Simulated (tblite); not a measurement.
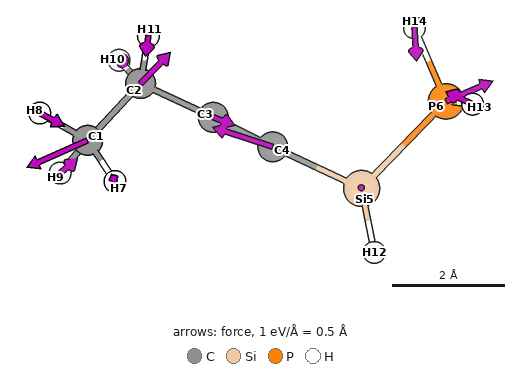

Starting geometry of C4H8PSi (multiplicity 2) with the computed forces as purple arrows. Style: ball-and-stick. Shown face on.

Method: GFN2-xTB geometry optimisation, gas phase in tblite 0.8.0. 

What follows when this structure is relaxed?

Answer. It isn't relaxed: the largest force vector, on C1, is 2.43 eV/Å. The final displacements have little in common with the starting forces (cosine between the two patterns 0.28). H14 moves most after the best rigid fit: 2.35 Å. Largest moves by element: H 2.35 Å, P 0.93 Å, Si 0.42 Å, C 0.24 Å. Among the contacts that change: P6–H13 1.452 → 1.384 Å, P6–H14 1.453 → 1.386 Å, C1–C2 1.487 → 1.530 Å, Si5–P6 2.194 → 2.233 Å. Among the angles between lasting bonds that change: Si5–P6–H14 111.3° → 95.2°, H13–P6–H14 106.6° → 92.5°, Si5–P6–H13 108.1° → 95.7°. Groups turn about Si5–P6 by about 145°, C1–C2 by about 25°. The energy falls by 0.838 eV in 170 geometry steps.
